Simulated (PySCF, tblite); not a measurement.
**C7H9NP2: geometry, infrared bands and NMR shifts**

Aim: predict the infrared bands and NMR shifts of C7H9NP2 (`C=CC/P=P\n1cccc1`).

Computed with tblite 0.8.0 and PySCF 2.14.0, with density-fitted response routines of our own, on a single molecule in the gas phase. Atoms count from 0, in the outputs and in this text.

## (1) The molecule as given

19 atoms, charge 0, multiplicity 1; geometry from: force field or distance geometry start.

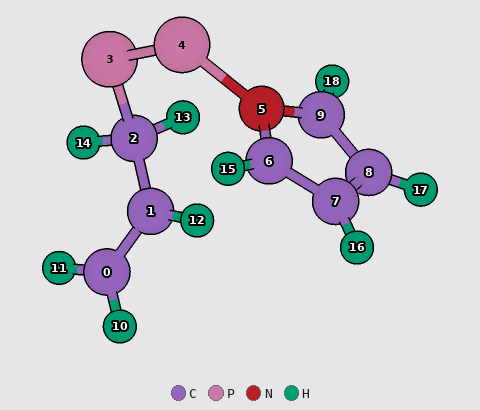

As it starts; carbon purple, phosphorus pink, nitrogen red, hydrogen teal, atoms numbered.

## (2) Geometry optimisation with GFN2-xTB

What the job is given:

```
{"job": {"kind": "relax", "xc": "GFN2-xTB", "basis": "xTB"}, "charge": 0, "multiplicity": 1}
C     -2.723300     0.172900     1.199100
C     -1.723900    -0.011000     0.325300
C     -2.059500    -0.224600    -1.087900
P     -1.343200     1.058800    -2.240900
P      0.611300     1.421100    -2.010400
N      1.449000     0.480200    -0.742100
C      1.961000     1.087800     0.371300
C      2.543400     0.114900     1.158400
C      2.377300    -1.102700     0.493500
C      1.688000    -0.845700    -0.685800
H     -2.464500     0.325700     2.255600
H     -3.774100     0.178400     0.879700
H     -0.708000    -0.009100     0.728200
H     -1.713300    -1.220200    -1.470700
H     -3.165100    -0.179500    -1.270200
H      1.895100     2.167200     0.590700
H      3.030700     0.286200     2.119100
H      2.692200    -2.091900     0.795000
H      1.417300    -1.599500    -1.415200
```

Run with:

```console
$ OMP_NUM_THREADS=1 python probes_run.py task.json out
```

This one command runs all jobs of the session in turn.

What it wrote:

```text
step      E/eV     max force
  0    -747.55478    1.819
  1    -747.70660    1.123
  2    -747.74554    0.614
  3    -747.77784    0.434
  4    -747.80385    0.342
  5    -747.81732    0.274
  6    -747.82881    0.247
  7    -747.83633    0.178
  8    -747.84124    0.159
  9    -747.84420    0.129
 10    -747.84674    0.122
 11    -747.84950    0.147
 12    -747.85289    0.228
 13    -747.85668    0.227
 14    -747.86030    0.140
 15    -747.86356    0.159
 16    -747.86691    0.176
 17    -747.87037    0.208
 18    -747.87349    0.142
 19    -747.87630    0.165
 20    -747.87922    0.196
 21    -747.88238    0.171
 22    -747.88528    0.139
 23    -747.88743    0.155
 24    -747.88943    0.159
 25    -747.89248    0.235
 26    -747.89704    0.298
 27    -747.90218    0.239
 28    -747.90661    0.134
 29    -747.91017    0.126
 30    -747.91365    0.222
 31    -747.91805    0.245
 32    -747.92222    0.147
 33    -747.92513    0.115
 34    -747.92740    0.154
 35    -747.92991    0.217
 36    -747.93244    0.186
 37    -747.93446    0.116
 38    -747.93599    0.131
 39    -747.93760    0.137
 40    -747.93974    0.164
 41    -747.94205    0.095
 42    -747.94324    0.084
 43    -747.94438    0.081
 44    -747.94557    0.114
 45    -747.94673    0.090
 46    -747.94752    0.057
 47    -747.94809    0.057
 48    -747.94870    0.062
 49    -747.94944    0.071
 50    -747.95015    0.075
 51    -747.95067    0.057
 52    -747.95103    0.052
 53    -747.95133    0.051
 54    -747.95159    0.040
 55    -747.95182    0.040
 56    -747.95208    0.042
 57    -747.95241    0.055
 58    -747.95282    0.057
 59    -747.95323    0.062
 60    -747.95365    0.052
 61    -747.95416    0.066
 62    -747.95476    0.079
 63    -747.95533    0.059
 64    -747.95576    0.046
 65    -747.95610    0.047
 66    -747.95648    0.051
 67    -747.95702    0.061
 68    -747.95770    0.049
 69    -747.95830    0.048
 70    -747.95876    0.047
 71    -747.95922    0.045
 72    -747.95967    0.050
 73    -747.96031    0.060
 74    -747.96123    0.065
 75    -747.96242    0.085
 76    -747.96381    0.093
 77    -747.96527    0.087
 78    -747.96656    0.077
 79    -747.96791    0.104
 80    -747.96894    0.159
 81    -747.97123    0.145
 82    -747.97350    0.101
 83    -747.97493    0.062
 84    -747.97545    0.047
 85    -747.97594    0.043
 86    -747.97633    0.041
 87    -747.97657    0.039
 88    -747.97676    0.041
 89    -747.97692    0.033
 90    -747.97702    0.018
 91    -747.97706    0.015
 92    -747.97709    0.014
 93    -747.97712    0.013
 94    -747.97715    0.017
 95    -747.97719    0.020
 96    -747.97724    0.016
 97    -747.97730    0.018
 98    -747.97735    0.021
 99    -747.97743    0.021
100    -747.97753    0.022
101    -747.97765    0.024
102    -747.97779    0.032
103    -747.97792    0.030
104    -747.97808    0.035
105    -747.97834    0.041
106    -747.97873    0.052
107    -747.97928    0.061
108    -747.97992    0.069
109    -747.98067    0.073
110    -747.98140    0.084
111    -747.98178    0.091
112    -747.98240    0.134
113    -747.98294    0.060
114    -747.98330    0.033
115    -747.98373    0.046
116    -747.98399    0.041
117    -747.98429    0.043
118    -747.98453    0.041
119    -747.98473    0.033
120    -747.98501    0.031
121    -747.98517    0.025
122    -747.98525    0.019
123    -747.98532    0.017
124    -747.98538    0.015
125    -747.98545    0.023
126    -747.98555    0.024
127    -747.98570    0.027
128    -747.98586    0.030
129    -747.98606    0.041
130    -747.98630    0.031
131    -747.98656    0.033
132    -747.98676    0.033
133    -747.98694    0.035
134    -747.98712    0.034
135    -747.98733    0.033
136    -747.98755    0.028
137    -747.98772    0.026
138    -747.98783    0.034
139    -747.98794    0.024
140    -747.98801    0.014
141    -747.98806    0.016
142    -747.98811    0.018
143    -747.98817    0.017
144    -747.98822    0.019
145    -747.98826    0.012
146    -747.98827    0.008
```

Wall time 2.4 s (1 thread of Arm Neoverse N1, shared host).

Along the way: (not every step is listed)

```csv
step,energy from step 0 (eV),largest force (eV/Å)
0,0.0000,1.8193
1,-0.1518,1.1227
2,-0.1908,0.6137
3,-0.2231,0.4335
4,-0.2491,0.3422
5,-0.2625,0.2737
6,-0.2740,0.2469
7,-0.2815,0.1777
8,-0.2865,0.1593
21,-0.3276,0.1709
34,-0.3726,0.1537
47,-0.3933,0.0567
60,-0.3989,0.0516
73,-0.4055,0.0595
86,-0.4215,0.0409
99,-0.4226,0.0215
112,-0.4276,0.1338
125,-0.4307,0.0230
138,-0.4330,0.0336
141,-0.4333,0.0157
142,-0.4333,0.0184
143,-0.4334,0.0173
144,-0.4334,0.0190
145,-0.4335,0.0120
146,-0.4335,0.0081
```

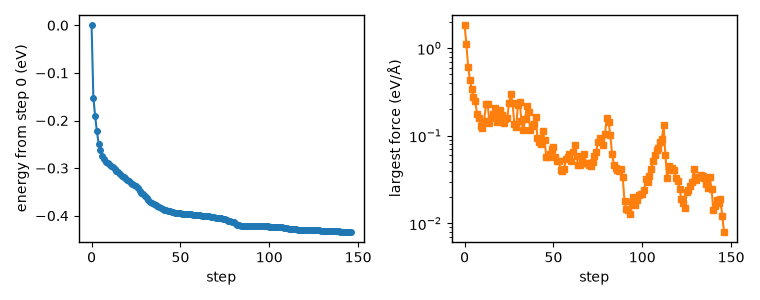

Energy and largest force along the relaxation.

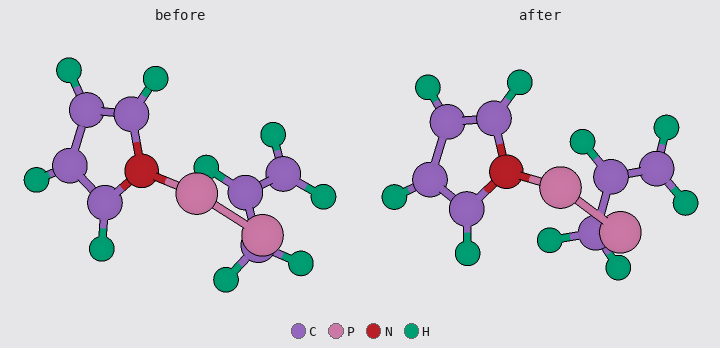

The geometry before (left) and after (right).

Close pairs (by a distance rule), those that changed most:

```
  bond  before (Å)  after (Å)  change (Å)
 P4–N5       1.788      1.733      -0.054
 P3–P4       2.001      2.045      +0.044
C2–H13       1.121      1.091      -0.030
C2–H14       1.121      1.091      -0.030
C6–H15       1.103      1.074      -0.030
 C8–C9       1.390      1.364      -0.026
 C1–C2       1.468      1.491      +0.023
C0–H10       1.098      1.076      -0.022
```

The next job starts from the end point, and lists it.

## (3) Vibrational analysis with GFN2-xTB

What the job is given:

```
{"job": {"kind": "ir", "xc": "GFN2-xTB", "basis": "xTB"}, "charge": 0, "multiplicity": 1}
C     -2.931182     0.466152     1.150522
C     -1.761784     0.264516     0.569583
C     -1.593747    -0.394803    -0.756800
P     -1.381647     0.947149    -2.066089
P      0.566428     1.560806    -1.962063
N      1.333691     0.522771    -0.805108
C      1.768703     0.909694     0.433316
C      2.365702    -0.154587     1.041235
C      2.315994    -1.235277     0.132697
C      1.681824    -0.789424    -0.989229
H     -3.013050     0.954674     2.105985
H     -3.853014     0.140472     0.696923
H     -0.848568     0.603025     1.041764
H     -0.733880    -1.066892    -0.754526
H     -2.491591    -0.953446    -1.026955
H      1.603349     1.912671     0.778975
H      2.793605    -0.168575     2.024306
H      2.705239    -2.221385     0.293683
H      1.464125    -1.288290    -1.915678
```

What it wrote:

```text
mode    cm-1     km/mol
  1      46.7      0.11
  2      48.0      0.27
  3      57.3      0.31
  4      82.8      0.79
  5      95.1      0.11
  6     183.9      0.22
  7     211.0      1.70
  8     264.1      0.51
  9     293.0      0.60
 10     418.4      3.24
 11     469.2     33.63
 12     569.1      7.76
 13     573.4      6.70
 14     577.4      6.34
 15     639.9     10.39
 16     725.6      6.21
 17     767.7      1.73
 18     777.2     19.52
 19     816.7      1.32
 20     834.0      0.25
 21     835.6      0.08
 22     839.2      5.46
 23     890.7     12.95
 24     907.9      1.00
 25     945.5     10.38
 26    1012.4      7.51
 27    1043.5     15.16
 28    1058.3     60.29
 29    1076.6      5.80
 30    1089.3     27.01
 31    1153.4     11.39
 32    1188.2      2.50
 33    1190.6      3.97
 34    1223.5    141.00
 35    1293.3      3.04
 36    1325.4      0.15
 37    1398.9     10.78
 38    1402.9      2.41
 39    1431.9      2.15
 40    1451.4     98.22
 41    1553.8      0.87
 42    1699.6     18.46
 43    2958.5      2.33
 44    2974.2      7.37
 45    3057.8     13.09
 46    3100.7     17.91
 47    3131.2     24.47
 48    3132.4     22.85
 49    3142.0     12.11
 50    3159.7     34.85
 51    3170.1     36.71
```

It took 1.7 s on 1 thread of Arm Neoverse N1, shared host.

The strongest bands and the atoms that carry them (share of the mass-weighted mode):

```csv
cm⁻¹,km/mol,atoms
469,33.6,P4 63 %
1058,60.3,"H15 21 %, H18 19 %, H17 17 %, H16 16 %"
1089,27.0,"H16 22 %, H17 22 %, H18 18 %, H15 18 %"
1224,141.0,"N5 38 %, C7 18 %, C8 18 %"
1451,98.2,"C9 30 %, C6 29 %, C8 13 %, C7 12 %"
3131,24.5,"H10 66 %, H11 21 %"
3160,34.9,"H17 50 %, H16 35 %"
3170,36.7,"H16 48 %, H17 37 %"
```

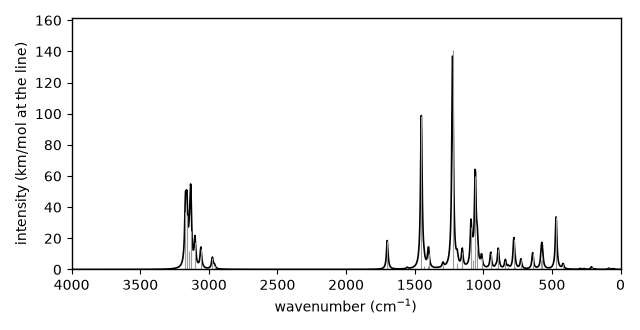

The infrared spectrum from these modes, unscaled. Lines are broadened to a width of 14 cm⁻¹ (Lorentzian).

## (4) Shielding tensors: PBE0/pcSseg-1

Same as in step 3 but for these lines:

```diff
@@ -1,2 +1,2 @@
-{"job": {"kind": "ir", "xc": "GFN2-xTB", "basis": "xTB"}, "charge": 0, "multiplicity": 1}
+{"job": {"kind": "nmr", "xc": "PBE0", "basis": "pcSseg-1"}, "charge": 0, "multiplicity": 1}
 C     -2.931182     0.466152     1.150522
```

With the program's defaults for keys left out, this is: GIAO PBE0/pcSseg-1 NMR shielding, non-relativistic, gas phase.

What it wrote:

```text
coarse grid: 17496 points
cycle   1  E = -1008.7193252303  dE =  1.676e+00  |g| = 4.940e-01  |ddm| = 4.305e+00
cycle   2  E = -1008.6493467505  dE =  6.998e-02  |g| = 7.027e-01  |ddm| = 1.135e+00
cycle   3  E = -1008.7773016480  dE = -1.280e-01  |g| = 1.611e-01  |ddm| = 8.312e-01
cycle   4  E = -1008.7836972569  dE = -6.396e-03  |g| = 6.501e-02  |ddm| = 2.533e-01
cycle   5  E = -1008.7848845321  dE = -1.187e-03  |g| = 2.129e-02  |ddm| = 1.060e-01
cycle   6  E = -1008.7850189149  dE = -1.344e-04  |g| = 6.951e-03  |ddm| = 3.290e-02
cycle   7  E = -1008.7850327847  dE = -1.387e-05  |g| = 2.078e-03  |ddm| = 1.072e-02
cycle   8  E = -1008.7850338826  dE = -1.098e-06  |g| = 4.400e-04  |ddm| = 2.342e-03
final grid: 161648 points
cycle   9  E = -1008.8450352446  dE = -4.862e-05  |g| = 9.601e-03  |ddm| = 4.804e-02
cycle  10  E = -1008.8450174343  dE =  1.781e-05  |g| = 1.273e-02  |ddm| = 2.127e-02
cycle  11  E = -1008.8450587855  dE = -4.135e-05  |g| = 1.714e-03  |ddm| = 1.372e-02
cycle  12  E = -1008.8450594145  dE = -6.289e-07  |g| = 6.117e-04  |ddm| = 2.213e-03
cycle  13  E = -1008.8450595093  dE = -9.482e-08  |g| = 2.050e-04  |ddm| = 9.297e-04
cycle  14  E = -1008.8450595215  dE = -1.222e-08  |g| = 7.699e-05  |ddm| = 3.318e-04
cycle  15  E = -1008.8450595233  dE = -1.787e-09  |g| = 2.315e-05  |ddm| = 1.173e-04
cycle  16  E = -1008.8450595234  dE = -1.512e-10  |g| = 5.560e-06  |ddm| = 2.875e-05
converged SCF energy = -1008.8450595234

GIAO shielding tensors (ppm)
atom      isotropic    diamagn.    paramagn.     s11        s22        s33       span
  0 C       61.924     252.784    -190.859    -50.681     79.205    157.249    207.930
  1 C       45.149     257.733    -212.584    -75.041     57.141    153.347    228.388
  2 C      141.568     253.939    -112.371    112.187    140.208    172.308     60.121
  3 P     -318.692     967.126   -1285.818  -1228.183   -149.457    421.564   1649.747
  4 P     -257.465     965.962   -1223.427  -1092.309    100.492    219.422   1311.731
  5 N       69.401     334.156    -264.755    -32.059     76.980    163.282    195.341
  6 C       62.634     253.575    -190.941    -11.051     62.684    136.269    147.320
  7 C       67.538     254.882    -187.344    -21.424     60.600    163.438    184.862
  8 C       67.398     255.223    -187.824    -20.568     59.464    163.299    183.867
  9 C       61.058     254.783    -193.725    -13.844     69.464    127.555    141.398
 10 H       26.567      30.500      -3.933     23.271     25.172     31.258      7.987
 11 H       26.493      30.584      -4.092     22.590     25.664     31.223      8.633
 12 H       26.204      35.452      -9.248     21.140     23.668     33.803     12.663
 13 H       27.242      34.218      -6.975     21.321     26.859     33.547     12.226
 14 H       28.472      32.525      -4.053     25.247     26.490     33.678      8.431
 15 H       25.080      32.001      -6.921     22.087     25.728     27.427      5.340
 16 H       24.774      31.489      -6.715     22.717     25.355     26.251      3.534
 17 H       24.779      31.509      -6.730     22.642     25.165     26.531      3.889
 18 H       25.321      32.408      -7.087     22.213     25.929     27.823      5.610
```

It took 2 min on 1 thread of Arm Neoverse N1, shared host; peak memory 1.1 GiB.

Shifts follow as δ = σ(reference) − σ, with reference shieldings (ppm) from runs at the same level and on the same kind of geometry: ¹H TMS 31.72, ¹³C TMS 186.9, ¹⁵N NH3 267.7, ³¹P H3PO4 318.4. The references are single molecules in the gas phase, so shifts against H2O, NH3, PH3, H3PO4 or CFCl3 are not on the usual liquid scales and can be off by tens of ppm. Atoms listed in one row are averaged.

```
   atoms                                         environment  σ (ppm)  δ (ppm)  δ scaled to CDCl3
      C1                                           alkene CH     45.1    141.8              136.5
  C6, C9                 aromatic CH next to a ring nitrogen     61.8    125.1              120.2
      C0                                terminal =CH2 carbon     61.9    125.0              120.1
  C7, C8                                         aromatic CH     67.5    119.5              114.7
      C2                         allylic sp3 CH2 bonded to P    141.6     45.4               42.4
H16, H17                          hydrogen on an aromatic CH    24.78     6.94               6.65
H15, H18  hydrogen on an aromatic CH next to a ring nitrogen    25.20     6.52               6.25
     H12                            hydrogen on an alkene CH    26.20     5.51               5.30
     H11                  hydrogen on a terminal =CH2 carbon    26.49     5.22               5.03
     H10                  hydrogen on a terminal =CH2 carbon    26.57     5.15               4.96
H13, H14          hydrogen on an allylic sp3 CH2 bonded to P    27.86     3.86               3.74
      P3                           phosphorus bonded to C, P   -318.7    637.1                  –
      P4                           phosphorus bonded to N, P   -257.5    575.8                  –
      N5                          pyrrole-type ring nitrogen     69.4    198.3                  –
```

The scaled column applies a straight-line fit of computed shieldings to shifts measured in CDCl3 (root-mean-square error 0.16 ppm for H, 1.9 ppm for C).

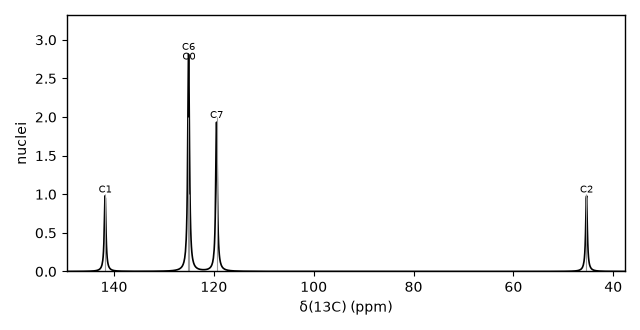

¹³C lines at the computed shifts, without couplings. Lines are broadened to a width of 0.39 ppm (Lorentzian).

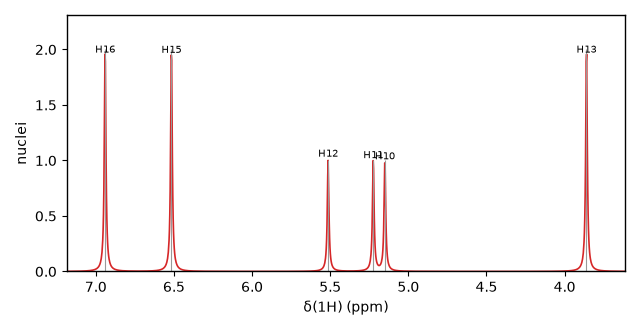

¹H lines at the computed shifts, without couplings. Lines are broadened to a width of 0.01 ppm (Lorentzian).

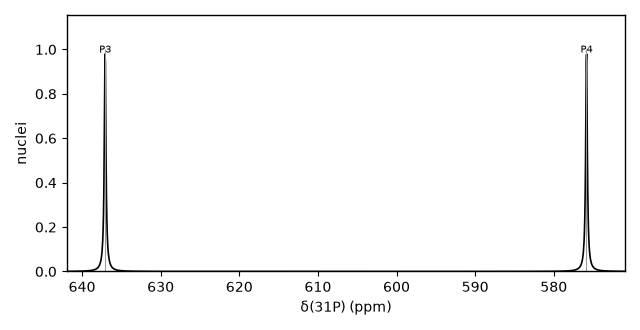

³¹P lines at the computed shifts, without couplings. Lines are broadened to a width of 0.24 ppm (Lorentzian).

Charges from the same density, by scheme (e):

| atoms | Mulliken | IAO | Hirshfeld | ESP fit |
| --- | --- | --- | --- | --- |
| C0 | -0.12 | -0.32 | -0.10 | -0.47 |
| C1 | -0.26 | -0.13 | -0.04 | -0.15 |
| C2 | -0.42 | -0.42 | -0.11 | 0.22 |
| P3 | 0.14 | 0.15 | 0.06 | -0.10 |
| P4 | 0.26 | 0.25 | 0.09 | -0.12 |
| N5 | -0.67 | -0.28 | -0.06 | 0.33 |
| C6, C9 | 0.14 | -0.12 | -0.03 | -0.32 |
| C7, C8 | -0.15 | -0.22 | -0.09 | -0.22 |

IAO charges:

C0 -0.32; C1 -0.13; C2 -0.42; P3 0.15; P4 0.25; N5 -0.28; C6 -0.12; C7 -0.22; C8 -0.22; C9 -0.13; H10 0.16; H11 0.15; H12 0.15; H13 0.17; H14 0.16; H15 0.16; H16 0.16; H17 0.16; H18 0.16

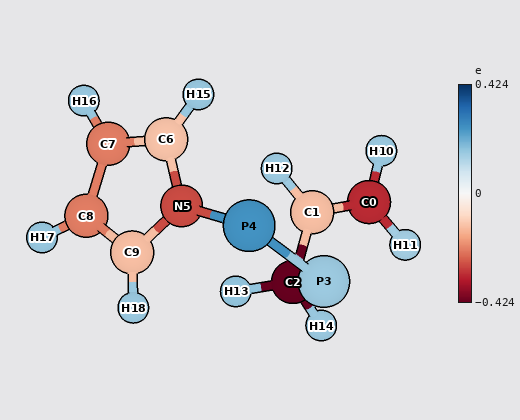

IAO charges, as colours on the atoms.

Mayer bond orders: C0–C1 1.96, C1–C2 1.02, C2–P3 0.93, P3–P4 1.80, P4–N5 0.83, N5–C6 1.09, C6–C7 1.54, C7–C8 1.34, C8–C9 1.53, C9–N5 1.09.

Ring of atoms N5, C6, C7, C8, C9: NICS(0) -11.9, NICS(1) -9.9, NICS(1)zz -29.7 ppm (means of both faces).

The fields below are evaluated on a grid from the run's orbitals.

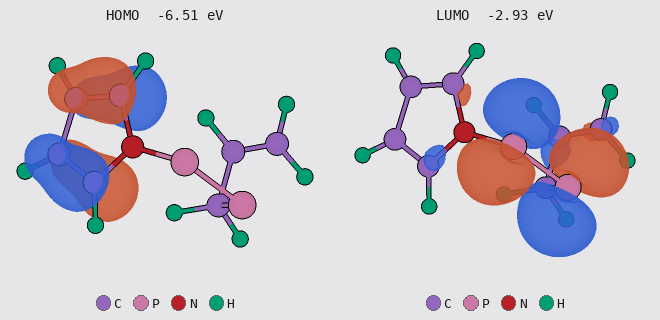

Frontier orbitals at PBE0/pcSseg-1; each surface holds 70 % of the orbital's density, blue and red mark the sign.

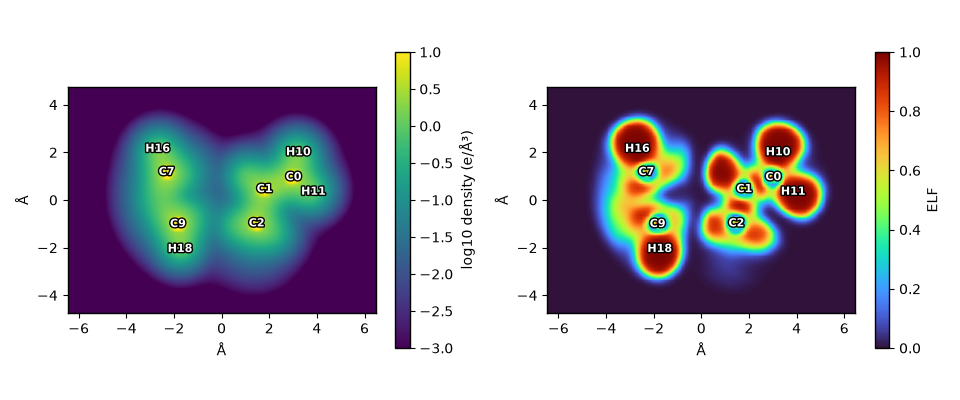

Density (left) and ELF (right) in a plane through or near 9 of the atoms.

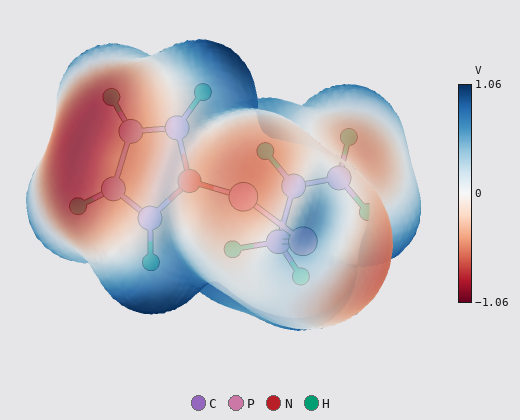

The potential that a unit positive charge feels on the 0.002 e/bohr³ surface, from the 1st to the 99th percentile, from -0.82 V near C8 to 1.06 V near H18.

## (5) Outcome

```
                                                               quantity                                   value
                              strongest single infrared mode (GFN2-xTB)                   1224 cm⁻¹, 141 km/mol
                                           zero-point energy (GFN2-xTB)                           89.0 kcal/mol
¹³C shifts against TMS (PBE0/pcSseg-1, means over atoms taken as alike)    141.8, 125.1, 125.0, 119.5, 45.4 ppm
 ¹H shifts against TMS (PBE0/pcSseg-1, means over atoms taken as alike)  6.94, 6.52, 5.51, 5.22, 5.15, 3.86 ppm
                               ³¹P shifts against H3PO4 (PBE0/pcSseg-1)                        637.1, 575.8 ppm
                                 ¹⁵N shifts against NH3 (PBE0/pcSseg-1)                               198.3 ppm
                                  surface potential, 1st and 99th percentile                      -0.82 V and 1.06 V
```

In words: The optimisation took 146 steps and gained 0.433 eV; among the close pairs (by a distance rule), P4–N5 changed most, from 1.788 to 1.733 Å. All 51 modes are real, so the xTB geometry is a minimum. The strongest single mode, at 1224 cm⁻¹, has its largest shares on N5, C7 and C8 (the list is cut at 3 atoms). Unscaled tight-binding wavenumbers are off by several per cent, some by more. Its intensities can rank the bands wrongly. At PBE0/pcSseg-1: The largest span, 1650 ppm, is at P3, where the paramagnetic term is -1286 ppm. NICS(1)zz of -30 ppm above the planar ring from N5 marks a diatropic (aromatic) ring current. By nearest atom (PBE0/pcSseg-1), the HOMO sits on C6, C9 about 29 % each; C8 13 % and the LUMO on P3, P4 about 42 % each.
